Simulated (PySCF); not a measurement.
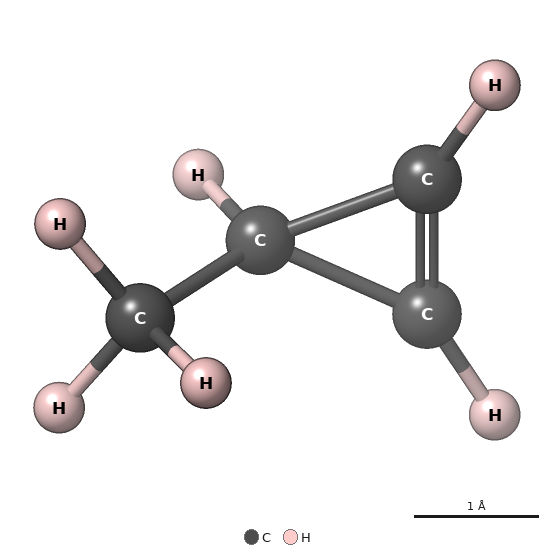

Distant atoms are faded towards the background colour. The computed structure is the end point of a PBE0-D3(BJ)/def2-SVP optimisation. No frequency run is at hand to confirm it as a minimum. Masses are those of the most abundant isotopes; constants are for the rigid equilibrium geometry.

Question: What kind of rotor is it, and what are its rotational constants in cm⁻¹?

Answer: An asymmetric top (Cs): A = 0.674, B = 0.217, C = 0.196 cm⁻¹. Ray's parameter κ is −0.91, close to the prolate limit.
